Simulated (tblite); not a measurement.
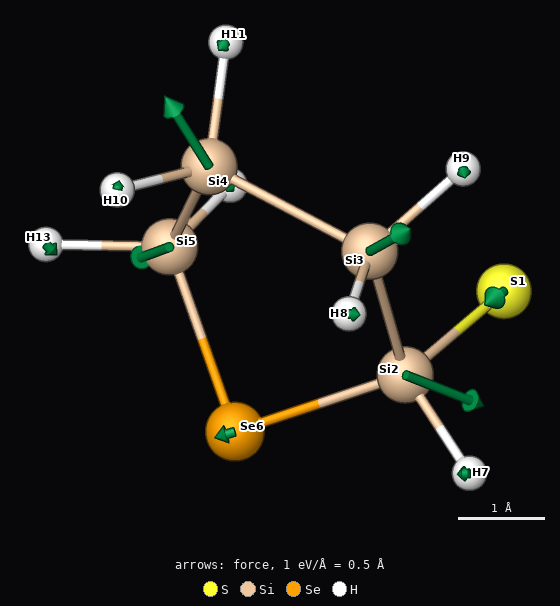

Starting geometry of Si$_{4}$H$_{7}$SeS (multiplicity 2) with the computed forces as green arrows. Style: ball-and-stick. Shown from a free direction.

Level of theory: GFN2-xTB geometry optimisation, gas phase (tblite). 

What follows when this structure is relaxed?

It isn't relaxed: the largest force vector, on a Si atom, is 2.60 eV/Å. The final displacements have little in common with the starting forces (cosine between the two patterns 0.19). Over 115 geometry steps the energy falls by 66.0 kJ/mol. The largest move after the best rigid fit is that of an H atom, 0.67 Å. Largest moves by element: H 0.67 Å, S 0.56 Å, Si 0.27 Å, Se 0.12 Å. Near-neighbour distances that change, for instance: Si–Si 2.242 → 2.435 Å, Si–Si 2.217 → 2.352 Å, S–Si 2.114 → 2.026 Å, Se–Si 2.284 → 2.359 Å. Bond angles that change, for instance: S–Si–H 109.2° → 123.9°, Si–Si–Se 108.4° → 98.1°, Se–Si–H 110.9° → 100.9°. Cost: 1.3 s on 1 thread of Arm Neoverse V1, on a shared host.
